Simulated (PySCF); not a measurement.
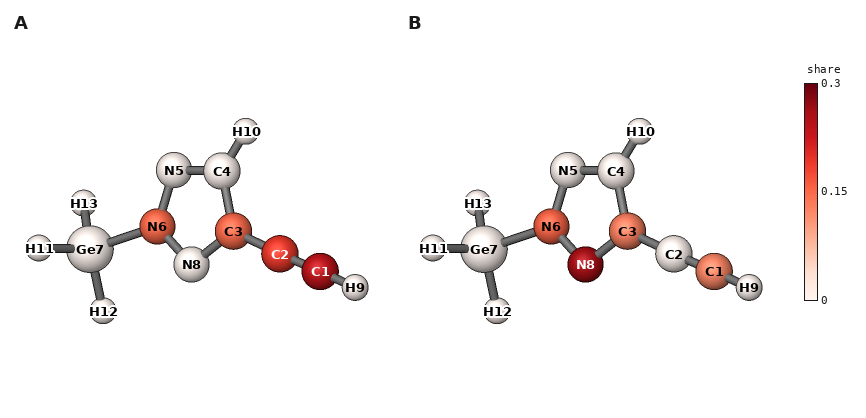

Each panel colours the atoms by their Löwdin share in one orbital (up to four of the largest shares; other atoms are shown as zero). The geometry was computed by an optimisation with GFN2-xTB. No frequency run is at hand to confirm it as a minimum. Level of theory: CAM-B3LYP/def2-SVPD (PySCF 2.14.0).

The panels show the HOMO, LUMO, in some order. Which is which?

A: HOMO, −8.48 eV; C1 0.24, C2 0.19, N6 0.15, C3 0.15
B: LUMO, 0.30 eV; N8 0.26, N6 0.15, C3 0.13, C1 0.12

The geometry is semi-empirical. Around Ge such bond lengths and angles can be off by a tenth of an ångström or more and by several degrees, and values that hang on the shape move with them.
